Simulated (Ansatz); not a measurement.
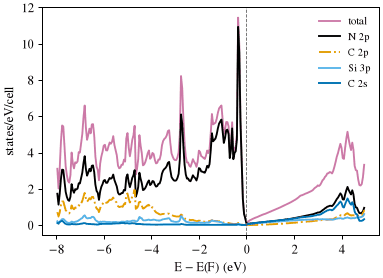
Fig. 1. Total and projected density of states of SiC₂N₄ (spinel, Fd-3m), plane-wave PAW PBE (Ansatz code)

Task: Which orbitals carry the states next to the Fermi level?

Result: Within 0.5 eV of the Fermi level: N 2p 91 %. Projections are on Löwdin-orthogonalised atomic valence shells; empty p or d shells of many metals are not among them.

Task: Where is the tallest occupied peak in this window, and what makes it?

Result: Near -0.3 eV, about 11 states/eV per cell; the largest projected share is N 2p.

The start of the workflow was typed in or built on a structure type; neither database checked (COD, Materials Project) lists it. COD files the formula under space group No. 224. Its standing as an ambient phase is unchecked. Symmetry was held in the PBE relaxation; whether a distortion lowers the energy is not shown. The volume moved by 17 % from the start of the relaxation. Its formation energy is positive at this level, so the cell may be metastable or incomplete. A small band overlap can be real or an error of a semilocal functional.

Potentials: the earlier of the program's two PAW sets.
